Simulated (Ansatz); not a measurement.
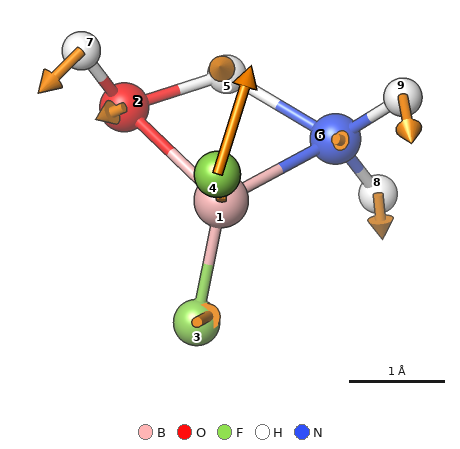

A constrained relaxation of BNH4OF2. The starting structure is drawn; orange arrows show the displacements, magnified 30 times. The two geometries are superimposed by the best rigid fit.

The picture is a ball-and-stick view, seen from a free direction.

The reaction that was planned forms B1–N6, O2–H5 and breaks B1–O2, H5–N6 (atoms numbered from 1 in input order).

The calculation used Ansatz 0.2.0, RKS PBE0-D4/def2-SVP. (held fixed: the distance between atoms 1 (B) and 6 (N), the distance between atoms 2 (O) and 5 (H), the distance between atoms 1 (B) and 2 (O), the distance between atoms 5 (H) and 6 (N), counting from 1; force threshold 0.04 eV/Å; at most 150 steps)

Which element moves most?

Answer. Fluorine: up to 0.041 Å, against 0.025 Å for hydrogen.

What happened in the run?

Answer. The atom that moves furthest after the best rigid fit is F4 (0.041 Å). By element the largest moves are F 0.041 Å, H 0.025 Å, O 0.013 Å, B 0.010 Å, N 0.008 Å. Among the contacts that change: B1–F3 1.344 → 1.353 Å, B1–F4 1.357 → 1.365 Å, N6–H8 1.011 → 1.018 Å, O2–H7 0.962 → 0.966 Å. Bond angles that change, for instance: F3–B1–F4 114.0° → 116.0°. The energy falls by 1.84 kJ/mol in 2 geometry steps. The largest force component goes from 0.33 to 0.036 eV/Å.
